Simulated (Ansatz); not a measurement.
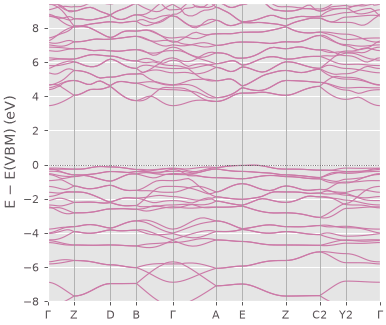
Figure: Band structure from the program Ansatz at the r²SCAN+D4 level (PAW)

The gap is 3.45 eV; an edge lies off the plotted path or next to a special point (maximum off the standard path, minimum at Γ).

The material is SiS2 in space group P2_1/c (No. 14; Si on 4e, S on 4e, S on 4e).

The workflow started from a Materials Project entry (that database holds measured and hypothetical structures alike); the Crystallography Open Database copy checked does not list it. COD files the formula under space group No. 72, 122, so this cell is another polymorph or a model. Its standing as an ambient phase is unchecked. Symmetry was held in the r²SCAN+D4 relaxation; whether a distortion lowers the energy is not shown.

Potentials: the later of the program's two PAW sets.
